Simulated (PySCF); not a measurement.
**[OsO(OH)5]+: forces at shaken geometries**

Aim: move all atoms of relaxed [OsO(OH)5]+ at random and read energies and forces. It is a constructed species; whether it can be made isn't addressed.

Program: PySCF 2.14.0. Level of theory: TPSS, Os def2-SVP with ECP60, O def2-SVP, H def2-SVP; scalar-relativistic core potentials, no spin–orbit coupling. These are calculated values, not measurements.

4 further runs of the same task are left out: 2 for a known fault of the program, 1 that didn't finish, 1 set aside as unsound or not needed. Runs told in other sessions of the task aren't counted.

## Step 1: The starting structure

12 atoms, charge 1, spin multiplicity 1.

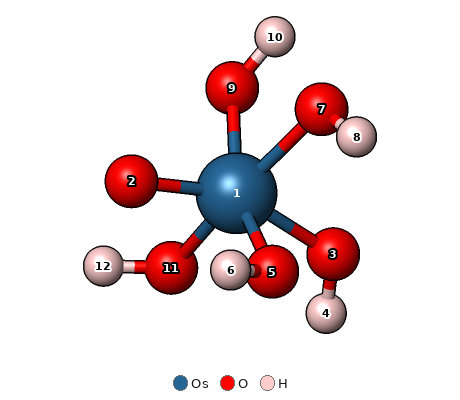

The geometry (osmium blue, oxygen red, hydrogen pink); atoms are numbered from 1 in the order of the file.

Coordinates:

```
Os   -0.0703   -0.1222   -0.0290
O     0.2722   -0.7541    1.5276
O    -0.0004   -0.0020   -1.9114
H     0.2821   -0.7400   -2.5015
O     1.7754    0.3689   -0.1583
H     2.2745    0.3258    0.6923
O    -0.2984    1.7920    0.1470
H     0.5269    2.3089   -0.0012
O    -1.9158    0.0911    0.1675
H    -2.2857    1.0087    0.1959
O    -0.2305   -1.9715   -0.5730
H    -0.2433   -2.6298    0.1625
```

Formal oxidation states: Os +8. An earlier session relaxed this geometry at TPSS, Os def2-SVP with ECP60, O def2-SVP, H def2-SVP (singlet, point group C1).

Its energy there is -544.452769 Eh.

## Step 2: Atoms moved at random, σ = 0.1 Å

Contents of run.py (the lines that set the calculation):

```python
mol = gto.M(atom='''
Os    -0.08251    -0.20030     0.03268
O      0.36448    -0.70438     1.63693
O     -0.12687     0.14003    -2.04023
H      0.41222    -0.62644    -2.53657
O      1.69599     0.37909    -0.05792
H      2.26291     0.37224     0.57628
O     -0.42473     1.69367     0.18268
H      0.40431     2.33530     0.13164
O     -1.88406    -0.02339     0.10932
H     -2.20569     0.88255     0.07954
O     -0.05767    -1.97791    -0.58871
H     -0.27151    -2.59460     0.19285''',
    basis={'Os': 'def2-SVP', 'O': 'def2-SVP', 'H': 'def2-SVP'},
    ecp={'Os': 'def2-SVP'},
    charge=1, spin=0)
mf = dft.RKS(mol, xc='TPSS')
mf.grids.atom_grid = (50, 194)
mf = mf.density_fit()  # fitting sets: Os def2-universal-JKFIT, O def2-universal-JKFIT, H def2-universal-JKFIT
mf.conv_tol = 1e-08; mf.max_cycle = 55
mf.kernel(dm0)  # dm0: the density of the relaxed state
```

The run is started by

```sh
$ OMP_NUM_THREADS=4 python run.py
```

Output:

```text
init E= -544.274574729973
  HOMO = -0.531078934730388  LUMO = -0.464859884110164  gap/eV = 1.80191
cycle= 1 E= -544.260019762591  delta_E= 0.0146  |g|= 0.733  |ddm|=  1.2
  HOMO = -0.392708464904569  LUMO = -0.367866509682582  gap/eV = 0.67598
cycle= 2 E= -538.783207754074  delta_E= 5.48  |g|= 3.94  |ddm|= 3.73
  HOMO = -0.43260838077579  LUMO = -0.354585058725605  gap/eV = 2.12312
cycle= 3 E= -543.921883481887  delta_E= -5.14  |g|= 1.49  |ddm|= 3.47
  HOMO = -0.444522687999008  LUMO = -0.423661963655043  gap/eV = 0.56765
cycle= 4 E= -544.082794270411  delta_E= -0.161  |g|= 1.18  |ddm|= 1.67
  HOMO = -0.463529975193463  LUMO = -0.423257023370106  gap/eV = 1.09588
cycle= 5 E= -544.357923815525  delta_E= -0.275  |g|= 0.413  |ddm|= 0.947
  HOMO = -0.460886426410859  LUMO = -0.42162515368609  gap/eV = 1.06835
cycle= 6 E= -544.361359936908  delta_E= -0.00344  |g|= 0.379  |ddm|= 0.473
  HOMO = -0.458830815313625  LUMO = -0.421793259108644  gap/eV = 1.00784
cycle= 7 E= -544.377068675989  delta_E= -0.0157  |g|= 0.276  |ddm|= 0.295
  HOMO = -0.463930518269802  LUMO = -0.420534263189544  gap/eV = 1.18087
cycle= 8 E= -544.392449119853  delta_E= -0.0154  |g|=  0.1  |ddm|= 0.195
  HOMO = -0.465334399830041  LUMO = -0.420233644936784  gap/eV = 1.22725
cycle= 9 E= -544.393588057821  delta_E= -0.00114  |g|= 0.0712  |ddm|= 0.0811
  HOMO = -0.468046685909865  LUMO = -0.420640983336017  gap/eV = 1.28997
cycle= 10 E= -544.394761993975  delta_E= -0.00117  |g|= 0.0152  |ddm|= 0.0777
  HOMO = -0.467418010809556  LUMO = -0.42006831394301  gap/eV = 1.28845
cycle= 11 E= -544.394806577712  delta_E= -4.46e-05  |g|= 0.00561  |ddm|= 0.0102
  HOMO = -0.467240411253467  LUMO = -0.420068860190454  gap/eV = 1.28360
cycle= 12 E= -544.39481138657  delta_E= -4.81e-06  |g|= 0.00359  |ddm|= 0.00698
  HOMO = -0.46723486074292  LUMO = -0.420124187333219  gap/eV = 1.28195
cycle= 13 E= -544.3948140322  delta_E= -2.65e-06  |g|= 0.00121  |ddm|= 0.0036
  HOMO = -0.467230513288698  LUMO = -0.42006209632595  gap/eV = 1.28352
cycle= 14 E= -544.394814364865  delta_E= -3.33e-07  |g|= 0.000398  |ddm|= 0.00159
  HOMO = -0.467238239357101  LUMO = -0.420081807107254  gap/eV = 1.28319
cycle= 15 E= -544.394814405185  delta_E= -4.03e-08  |g|= 1.95e-05  |ddm|= 0.000407
  HOMO = -0.467237774543896  LUMO = -0.420081171956344  gap/eV = 1.28320
cycle= 16 E= -544.394814405238  delta_E= -5.34e-11  |g|= 8.56e-06  |ddm|= 1.95e-05
  HOMO = -0.467235631505691  LUMO = -0.420081681261186  gap/eV = 1.28312
Extra cycle  E= -544.394814403619  delta_E= 1.62e-09  |g|= 8.3e-05  |ddm|= 8.06e-05
converged SCF energy = -544.394814403619
```

It took 9.3 s on 4 threads of Arm Neoverse V2, shared host.

It gives: E = -544.394814 Eh (+1.577 eV from the relaxed state), HOMO -12.71 eV, LUMO -11.43 eV, Mulliken charge on Os1 +1.17 e, largest force component 8.500 eV/Å. 

```tsv
atom	Fx	Fy	Fz (eV/Å)
Os1	1.608	1.500	-1.087
O2	-0.833	-0.312	-0.908
O3	1.985	-2.779	1.366
H4	-1.403	1.979	1.001
O5	-5.605	0.536	-8.500
H6	6.290	-0.224	7.747
O7	1.827	1.955	0.093
H8	-1.797	-1.522	-0.046
O9	-1.040	-1.622	0.403
H10	-0.794	1.350	-0.046
O11	-0.771	-1.124	1.096
H12	0.534	0.262	-1.118
```

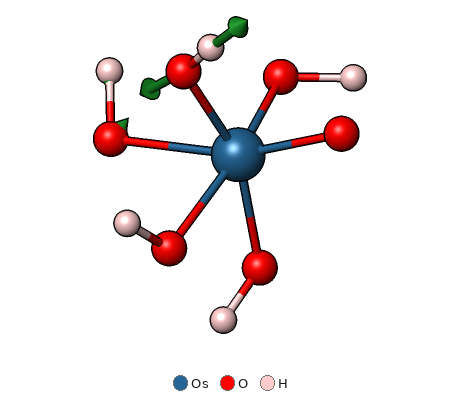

Forces as arrows, the longest for the largest force.

## Step 3: Atoms moved at random, σ = 0.03 Å

Contents of run.py (the lines that set the calculation):

```python
mol = gto.M(atom='''
Os    -0.03260    -0.13277    -0.02315
O      0.31119    -0.78394     1.54629
O     -0.00891    -0.04734    -1.88043
H      0.28453    -0.73614    -2.51988
O      1.80576     0.32048    -0.20385
H      2.27755     0.34296     0.66435
O     -0.27814     1.87114     0.19843
H      0.48227     2.32114    -0.02956
O     -1.96996     0.11888     0.15328
H     -2.28323     1.03105     0.21924
O     -0.22629    -1.97324    -0.55476
H     -0.27532    -2.65638     0.14857''',
    basis={'Os': 'def2-SVP', 'O': 'def2-SVP', 'H': 'def2-SVP'},
    ecp={'Os': 'def2-SVP'},
    charge=1, spin=0)
mf = dft.RKS(mol, xc='TPSS')
mf.grids.atom_grid = (50, 194)
mf = mf.density_fit()  # fitting sets: Os def2-universal-JKFIT, O def2-universal-JKFIT, H def2-universal-JKFIT
mf.conv_tol = 1e-08; mf.max_cycle = 55
mf.kernel(dm0)  # dm0: the density of the relaxed state
```

The run is started by

```sh
$ OMP_NUM_THREADS=4 python run.py
```

Output:

```text
init E= -544.42054162509
  HOMO = -0.484847015846403  LUMO = -0.424390667588629  gap/eV = 1.64510
cycle= 1 E= -544.420887717626  delta_E= -0.000346  |g|= 0.275  |ddm|= 0.478
  HOMO = -0.441508757523117  LUMO = -0.391091305046103  gap/eV = 1.37193
cycle= 2 E= -543.949554015512  delta_E= 0.471  |g|= 1.44  |ddm|= 1.37
  HOMO = -0.474352416667564  LUMO = -0.408088666145272  gap/eV = 1.80313
cycle= 3 E= -544.379249002809  delta_E= -0.43  |g|= 0.506  |ddm|= 1.26
  HOMO = -0.474183743062622  LUMO = -0.41785187887563  gap/eV = 1.53287
cycle= 4 E= -544.429832886008  delta_E= -0.0506  |g|= 0.197  |ddm|= 0.502
  HOMO = -0.480486631563661  LUMO = -0.419683580891233  gap/eV = 1.65454
cycle= 5 E= -544.432754118387  delta_E= -0.00292  |g|= 0.163  |ddm|= 0.214
  HOMO = -0.480742716143253  LUMO = -0.41826650028931  gap/eV = 1.70006
cycle= 6 E= -544.437779649246  delta_E= -0.00503  |g|= 0.0465  |ddm|= 0.12
  HOMO = -0.478537036986691  LUMO = -0.419304654773884  gap/eV = 1.61180
cycle= 7 E= -544.438113093305  delta_E= -0.000333  |g|= 0.024  |ddm|= 0.047
  HOMO = -0.479050515190016  LUMO = -0.418653421337966  gap/eV = 1.64349
cycle= 8 E= -544.438208058612  delta_E= -9.5e-05  |g|= 0.0132  |ddm|= 0.0268
  HOMO = -0.478908447390571  LUMO = -0.418475268637231  gap/eV = 1.64447
cycle= 9 E= -544.438244935885  delta_E= -3.69e-05  |g|= 0.00416  |ddm|= 0.0125
  HOMO = -0.478985114842961  LUMO = -0.418512860867597  gap/eV = 1.64553
cycle= 10 E= -544.438243945895  delta_E= 9.9e-07  |g|= 0.00464  |ddm|= 0.00631
  HOMO = -0.479012720481276  LUMO = -0.418590205776614  gap/eV = 1.64418
cycle= 11 E= -544.438248879157  delta_E= -4.93e-06  |g|= 0.000725  |ddm|= 0.0041
  HOMO = -0.478989204849747  LUMO = -0.41854344068457  gap/eV = 1.64481
cycle= 12 E= -544.43824900338  delta_E= -1.24e-07  |g|= 0.000144  |ddm|= 0.000704
  HOMO = -0.478999229171524  LUMO = -0.418550988732086  gap/eV = 1.64488
cycle= 13 E= -544.438249007594  delta_E= -4.21e-09  |g|= 5.46e-05  |ddm|= 0.000138
  HOMO = -0.478993746616888  LUMO = -0.418553583723703  gap/eV = 1.64466
Extra cycle  E= -544.438248975338  delta_E= 3.23e-08  |g|= 0.000371  |ddm|= 0.000367
converged SCF energy = -544.438248975338
```

Run time: 8.2 s. Hardware: 4 threads of Arm Neoverse V2, shared host.

Read off: E = -544.438249 Eh (+0.395 eV from the relaxed state), HOMO -13.03 eV, LUMO -11.39 eV, Mulliken charge on Os1 +1.20 e, largest force component 3.907 eV/Å. 

```tsv
atom	Fx	Fy	Fz (eV/Å)
Os1	-2.026	1.029	1.300
O2	-0.254	0.541	-0.797
O3	0.068	0.361	-0.557
H4	-0.009	-0.085	-0.002
O5	-0.116	0.226	0.246
H6	0.126	-0.009	-0.072
O7	-3.265	-3.907	0.796
H8	3.559	2.170	-0.969
O9	2.313	-1.320	-0.084
H10	-0.277	1.057	0.061
O11	-0.145	0.011	-0.246
H12	0.027	-0.073	0.324
```

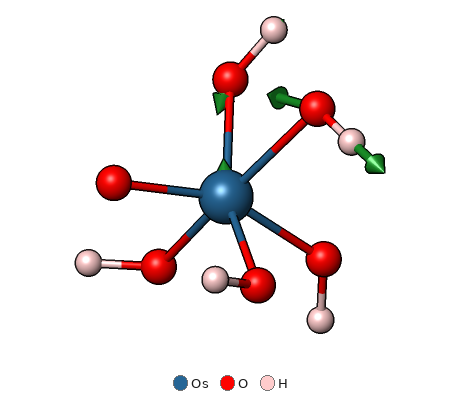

Forces as arrows, the longest for the largest force.

## Step 4: Atoms moved at random, σ = 0.03 Å

Contents of run.py (the lines that set the calculation):

```python
mol = gto.M(atom='''
Os    -0.07063    -0.12258    -0.08833
O      0.28998    -0.74478     1.56235
O     -0.01425     0.03994    -1.91455
H      0.28515    -0.80065    -2.52242
O      1.76702     0.34524    -0.12757
H      2.23554     0.35988     0.65545
O     -0.28048     1.80092     0.14624
H      0.57230     2.27563     0.01345
O     -1.93908     0.11570     0.19071
H     -2.25393     1.01472     0.17715
O     -0.25687    -1.95939    -0.58520
H     -0.24788    -2.64877     0.21124''',
    basis={'Os': 'def2-SVP', 'O': 'def2-SVP', 'H': 'def2-SVP'},
    ecp={'Os': 'def2-SVP'},
    charge=1, spin=0)
mf = dft.RKS(mol, xc='TPSS')
mf.grids.atom_grid = (50, 194)
mf = mf.density_fit()  # fitting sets: Os def2-universal-JKFIT, O def2-universal-JKFIT, H def2-universal-JKFIT
mf.conv_tol = 1e-08; mf.max_cycle = 55
mf.kernel(dm0)  # dm0: the density of the relaxed state
```

The run is started by

```sh
$ OMP_NUM_THREADS=4 python run.py
```

Output:

```text
init E= -544.355189784942
  HOMO = -0.506501238143367  LUMO = -0.443009968732024  gap/eV = 1.72769
cycle= 1 E= -544.385009973521  delta_E= -0.0298  |g|= 0.422  |ddm|= 0.58
  HOMO = -0.419921806091832  LUMO = -0.375255011277648  gap/eV = 1.21545
cycle= 2 E= -542.537719416786  delta_E= 1.85  |g|= 2.92  |ddm|= 2.33
  HOMO = -0.475068095776858  LUMO = -0.383739269566621  gap/eV = 2.48518
cycle= 3 E= -544.253171305926  delta_E= -1.72  |g|= 0.879  |ddm|=    2
  HOMO = -0.478191063813693  LUMO = -0.413140185320343  gap/eV = 1.77012
cycle= 4 E= -544.408175271321  delta_E= -0.155  |g|= 0.309  |ddm|= 0.779
  HOMO = -0.482985469173187  LUMO = -0.417557606038219  gap/eV = 1.78038
cycle= 5 E= -544.408789196226  delta_E= -0.000614  |g|= 0.283  |ddm|= 0.415
  HOMO = -0.486809683605203  LUMO = -0.416613181625303  gap/eV = 1.91014
cycle= 6 E= -544.425521233373  delta_E= -0.0167  |g|= 0.0941  |ddm|= 0.272
  HOMO = -0.485769192122718  LUMO = -0.417172050395369  gap/eV = 1.86662
cycle= 7 E= -544.427178042712  delta_E= -0.00166  |g|= 0.0364  |ddm|= 0.0787
  HOMO = -0.48473612435736  LUMO = -0.415642580538858  gap/eV = 1.88013
cycle= 8 E= -544.427252428146  delta_E= -7.44e-05  |g|= 0.0306  |ddm|= 0.0407
  HOMO = -0.484683593219127  LUMO = -0.415299613931767  gap/eV = 1.88803
cycle= 9 E= -544.427437973938  delta_E= -0.000186  |g|= 0.0104  |ddm|= 0.0252
  HOMO = -0.485315514887819  LUMO = -0.415630608057174  gap/eV = 1.89622
cycle= 10 E= -544.427441565317  delta_E= -3.59e-06  |g|= 0.00927  |ddm|= 0.014
  HOMO = -0.485176367612668  LUMO = -0.415729830538516  gap/eV = 1.88974
cycle= 11 E= -544.427461420356  delta_E= -1.99e-05  |g|= 0.00156  |ddm|= 0.00867
  HOMO = -0.485130642872815  LUMO = -0.415686921350452  gap/eV = 1.88966
cycle= 12 E= -544.427461974932  delta_E= -5.55e-07  |g|= 0.000232  |ddm|= 0.00129
  HOMO = -0.4851343187668  LUMO = -0.415689308302196  gap/eV = 1.88969
cycle= 13 E= -544.427461986294  delta_E= -1.14e-08  |g|= 4.36e-05  |ddm|= 0.000169
  HOMO = -0.48513462462807  LUMO = -0.415687937351634  gap/eV = 1.88974
cycle= 14 E= -544.427461985268  delta_E= 1.03e-09  |g|= 8.02e-05  |ddm|= 0.000101
  HOMO = -0.485130937920337  LUMO = -0.415690534330204  gap/eV = 1.88957
Extra cycle  E= -544.427461892018  delta_E= 9.32e-08  |g|= 0.000653  |ddm|= 0.000563
converged SCF energy = -544.427461892018
```

Run time: 8.6 s. Hardware: 4 threads of Arm Neoverse V2, shared host.

Result: E = -544.427462 Eh (+0.689 eV from the relaxed state), HOMO -13.20 eV, LUMO -11.31 eV, Mulliken charge on Os1 +1.22 e, largest force component 5.541 eV/Å. 

```tsv
atom	Fx	Fy	Fz (eV/Å)
Os1	-0.416	-0.159	5.541
O2	-0.738	0.778	-2.764
O3	1.031	-2.635	-2.984
H4	-0.870	2.389	1.499
O5	-1.836	0.156	-4.288
H6	2.045	-0.063	3.762
O7	0.061	-0.248	-0.181
H8	-0.049	0.133	0.014
O9	1.446	-1.884	-0.362
H10	-0.650	1.741	0.058
O11	0.029	-1.772	1.505
H12	-0.054	1.565	-1.800
```

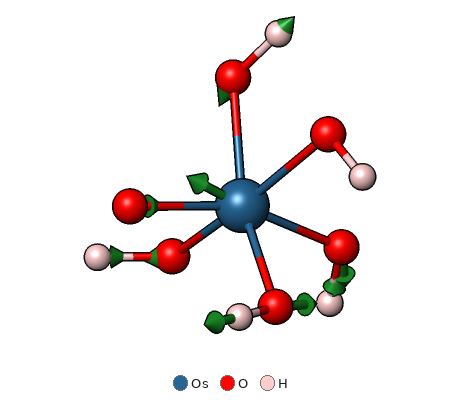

Forces as arrows, the longest for the largest force.

## Step 5: Results

| σ (Å) | energy rise (eV) | harmonic estimate −½ F·u (eV) | largest force component (eV/Å) |
| --- | --- | --- | --- |
| 0.1 | 1.577 | 1.561 | 8.50 |
| 0.03 | 0.395 | 0.381 | 3.91 |
| 0.03 | 0.689 | 0.665 | 5.54 |

Every displacement raises the energy. For a harmonic well the rise equals −½ F·u; the two differ by at most 3 % here (a move with σ = 0.03 Å), from anharmonicity, the grid and the small forces left at the relaxed point. The largest moves cost over 1 eV, far outside the harmonic range, so agreement there can come from errors that cancel between squeezed and stretched bonds. These are double-zeta-type bases without diffuse functions. Spin–orbit coupling is left out.
